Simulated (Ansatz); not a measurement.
**[AlH3]− (SMILES [AlH3-]): U-wB97M-V/3-21G**

What is the energy change on altering one bond length of [AlH3]− at U-wB97M-V/3-21G? 

The results are computed with Ansatz 0.2.0.

### 1 The molecule

[AlH3]− has 4 atoms, charge -1, and is taken as a doublet. SMILES: `[AlH3-]`. Geometry: a GFN2-xTB relaxation, a rough one for these elements and not checked as a minimum.

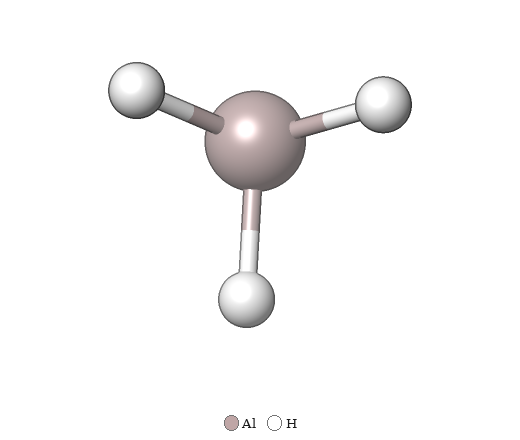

Viewed from a chosen angle; aluminium light grey, hydrogen white.

### 2 A single-point energy at U-wB97M-V/3-21G

Contents of run.yaml:

```yaml
crystal:
  periodic: [false, false, false]
  atoms:
    - symbol: Al
      position_ang: [-0.161060, 0.455350, -0.307260]
    - symbol: H
      position_ang: [0.471920, 0.754070, 1.224440]
    - symbol: H
      position_ang: [-1.350110, -0.683860, 0.050500]
    - symbol: H
      position_ang: [1.039250, -0.525560, -0.967690]
basis:
  gaussian:
    orbitals: 3-21G.json
total_charge: -1
magnetization:
  spin_polarized: true
  initial_magnetization: 1
hamiltonian:
  xc: {name: wB97M-V}
accuracy: high
```

The basis set 3-21G is read from a file made from the Basis Set Exchange's data (not shown).

The run is started by

```console
$ ansatz run run.yaml --threads 1 --pin off --max-ram 2610MiB --events-out events.jsonl --progress --plain --runs-dir runs
```

Log:

```text
Warning: RAYON_NUM_THREADS=1 ignored (pool sized by the plan → 1); use --threads N
Functional definition: wB97M-V
  name "wB97M-V"
  parameter omega = 0.3/bohr
  parameter cx = 0.15
  parameter cx01 = 1.007
  parameter cx10 = 0.259
  parameter css00 = 0.443
  parameter css04 = -1.437
  parameter css10 = -4.535
  parameter css20 = -3.390
  parameter css43 = 4.278
  parameter cos00 = 1.000
  parameter cos10 = 1.358
  parameter cos20 = 2.924
  parameter cos21 = -8.812
  parameter cos60 = -1.390
  parameter cos61 = 9.142
  parameter b = 6.0
  parameter c = 0.01
  gx(w, u) = 1 - cx + cx01*u + cx10*w
  gss(w, u) = css00 + css04*u^4 + css10*w + css20*w^2 + css43*w^4*u^3
  gos(w, u) = cos00 + cos10*w + (cos20 + cos21*u)*w^2 + (cos60 + cos61*u)*w^6
  exchange = spin_sum(e_x_unif_sr(omega)*gx(b97_w, b97_u_x)) + cx*exact_x_sr(omega) + exact_x_lr(omega)
  correlation = spin_sum(e_c_pw_mod_same_spin*gss(b97_w, b97_u_same))
      + integral(e_c_pw_mod_opposite_spin*gos(b97_w_opposite, b97_u_opposite)) + vv10(b, c)
371 factors; integrals over basis functions are off by at most 3.3e-9 eV
164 factors; integrals over basis functions are off by at most 2.5e-9 eV
mean field evaluation 1: about -6606.5146 eV, gradient 4.9e0 eV
mean field evaluation 2: about -6606.8389 eV, gradient 1.5e0 eV
mean field evaluation 4: about -6606.8782 eV, gradient 1.3e-1 eV
mean field evaluation 8: about -6606.8796 eV, gradient 6.8e-3 eV
mean field evaluation 16: about -6606.8796 eV, gradient 1.1e-6 eV
mean field -6606.87959104 eV, -242.7983466670 hartree, gradient 3.7e-8 eV, S^2 0.750295; 0 other end points of the search recorded, 0 dependent functions left out
reference -6606.87959476 eV, -242.7983468035 hartree; 9, 8 occupied and 10, 11 virtual orbitals, 371 factors
Total energy: -6606.87959476 eV, -242.7983468035 hartree
```

Wall time 12 s (1 thread of Arm Neoverse V2, shared host); peak memory 0.4 GiB.

### 3 The distorted shape

Contents of job.yaml:

```yaml
crystal:
  periodic: [false, false, false]
  atoms:
    - {symbol: Al, position_ang: [-0.319322, 0.380662, -0.690227]}
    - {symbol: H, position_ang: [0.471920, 0.754070, 1.224440]}
    - {symbol: H, position_ang: [-1.508372, -0.758548, -0.332467]}
    - {symbol: H, position_ang: [0.880988, -0.600248, -1.350657]}
basis:
  gaussian: {orbitals: 3-21G.json}
accuracy: high
hamiltonian: {xc: {name: wB97M-V}}
total_charge: -1
magnetization: {spin_polarized: true, initial_magnetization: 1}
```

The basis set 3-21G is read from a file made from the Basis Set Exchange's data (not shown).

The run is started by

```console
$ ansatz run job.yaml --threads 1 --pin off --max-ram 2610MiB --events-out events.jsonl --progress --plain --runs-dir runs
```

Log (excerpt; [...] marks lines left out):

```text
Warning: RAYON_NUM_THREADS=1 ignored (pool sized by the plan → 1); use --threads N
[... 2 set-up lines as earlier in the session ...]
[...]
  gx(w, u) = 1 - cx + cx01*u + cx10*w
  gss(w, u) = css00 + css04*u^4 + css10*w + css20*w^2 + css43*w^4*u^3
  gos(w, u) = cos00 + cos10*w + (cos20 + cos21*u)*w^2 + (cos60 + cos61*u)*w^6
[...]
      + integral(e_c_pw_mod_opposite_spin*gos(b97_w_opposite, b97_u_opposite)) + vv10(b, c)
370 factors; integrals over basis functions are off by at most 3.3e-9 eV
167 factors; integrals over basis functions are off by at most 2.0e-9 eV
[...]
mean field -6606.32774685 eV, -242.7780667668 hartree, gradient 1.0e-7 eV, S^2 0.750249; 0 other end points of the search recorded, 0 dependent functions left out
reference -6606.32775065 eV, -242.7780669067 hartree; 9, 8 occupied and 10, 11 virtual orbitals, 370 factors
Total energy: -6606.32775065 eV, -242.7780669067 hartree
```

Wall time 14 s (1 thread of Arm Neoverse V2, shared host); peak memory 0.4 GiB.

### 4 Summary of results

Level: U-wB97M-V/3-21G.

| quantity | value |
| --- | --- |
| first shape: total energy | -242.79835 Eh |
| first shape: ⟨S²⟩ | 0.750 |
| distorted shape: total energy | -242.77807 Eh |
| distorted shape: ⟨S²⟩ | 0.750 |
| energy change with the Al1–H2 bond stretched from 1.684 to 2.105 Å | 0.552 eV |

**Reading.** With the Al1–H2 bond stretched from 1.684 to 2.105 Å the energy rises by 0.55 eV (53.2 kJ/mol). The first shape isn't relaxed at this level, so the change isn't measured from a minimum.
